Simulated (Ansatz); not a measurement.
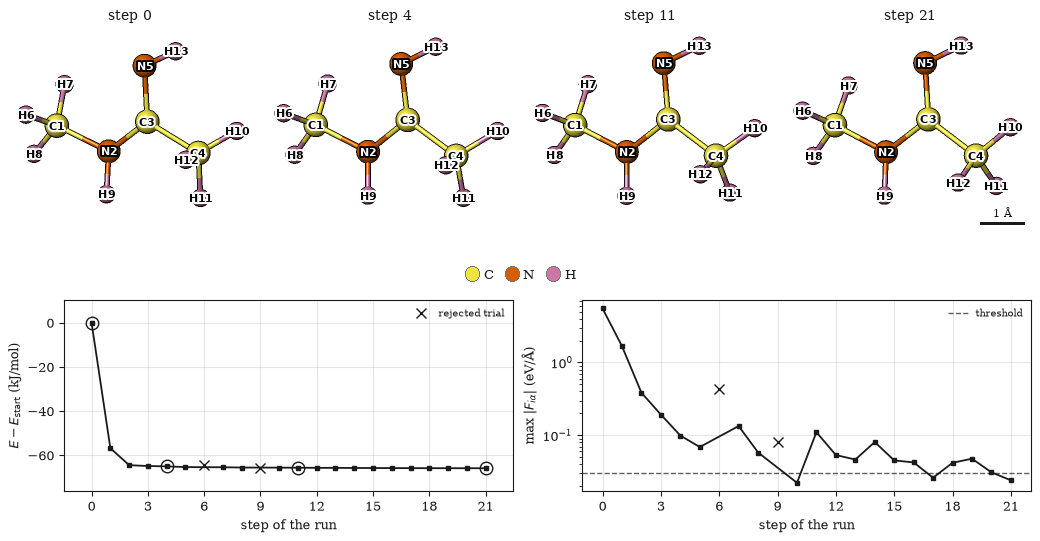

Frames of a relaxation of C3H8N2 (coarse preliminary run), marked on the history of the run. The picture is a ball-and-stick view, seen at a tilt.

The start comes from a force field.

All numbers below come from RKS PBE-D4/def2-SVP (Ansatz).

Input file:
```yaml
crystal:
  periodic: [false, false, false]
  atoms:
    - {symbol: C, position_ang: [-1.595700, 0.983300, 0.514200]}
    - {symbol: N, position_ang: [-0.874700, -0.048300, -0.079000]}
    - {symbol: C, position_ang: [0.461500, 0.000400, -0.163000]}
    - {symbol: C, position_ang: [1.301900, -1.256600, -0.527700]}
    - {symbol: N, position_ang: [1.167300, 1.065500, 0.095100]}
    - {symbol: H, position_ang: [-1.443300, 1.128500, 1.573500]}
    - {symbol: H, position_ang: [-1.393500, 1.986100, 0.022100]}
    - {symbol: H, position_ang: [-2.672800, 0.844200, 0.362600]}
    - {symbol: H, position_ang: [-1.303100, -0.942000, -0.001200]}
    - {symbol: H, position_ang: [2.028100, -1.036500, -1.212400]}
    - {symbol: H, position_ang: [0.536400, -1.991900, -0.956500]}
    - {symbol: H, position_ang: [1.687000, -1.695600, 0.393900]}
    - {symbol: H, position_ang: [2.121200, 0.928000, -0.006800]}
basis:
  gaussian: {orbitals: def2-SVP}
hamiltonian: {xc: pbe, dispersion: d4}
relax: {f_tol: 0.03, max_steps: 200}
```

Run as
```bash
ansatz run in.yaml --threads 4 --pin off --events-out ev --progress --plain --max-ram 10444MiB
```

> What happens along the run?

H12 moves most after the best rigid fit: 0.61 Å. Largest moves by element: H 0.61 Å, N 0.20 Å, C 0.09 Å. Some distances before and after: C4–H10 1.022 → 1.105 Å, N5–H13 0.969 → 1.029 Å, C1–N2 1.391 → 1.446 Å, N2–C3 1.340 → 1.379 Å. Bond angles that change, for instance: C4–C3–N5 114.5° → 126.6°, N2–C3–C4 121.6° → 113.8°, C3–C4–H11 104.2° → 111.1°. Groups turn about C3–C4 by about 40°. After 19 accepted moves (21 points after the start) the energy has fallen by 65.8 kJ/mol. The largest force component goes from 5.5 to 0.024 eV/Å. The line search rejected the trial steps at points 6, 9 of the run. The forces were under the threshold at step 10, but the run went on from there. From step 0 to 4: H13 moves most (0.14 Å), energy −64.9 kJ/mol. From step 4 to 11: H12 moves most (0.26 Å), energy −0.62 kJ/mol. From step 11 to 21: H12 moves most (0.24 Å), energy −0.23 kJ/mol.

```
step  E − E(0), kJ/mol  largest force component, eV/Å      note
   0              0.00                         5.5266          
   1            -56.68                         1.6724          
   2            -64.38                         0.3842          
   3            -64.76                         0.1922          
   4            -64.92                         0.0992          
   5            -65.26                         0.0689          
   6            -64.49                         0.4286  rejected
   7            -65.33                         0.1338          
   8            -65.45                         0.0580          
   9            -65.44                         0.0799  rejected
  10            -65.51                         0.0222          
  11            -65.54                         0.1102          
  12            -65.59                         0.0535          
  13            -65.60                         0.0463          
  14            -65.66                         0.0807          
  15            -65.67                         0.0451          
  16            -65.71                         0.0424          
  17            -65.73                         0.0261          
  18            -65.75                         0.0418          
  19            -65.76                         0.0477          
  20            -65.77                         0.0310          
  21            -65.77                         0.0240
```
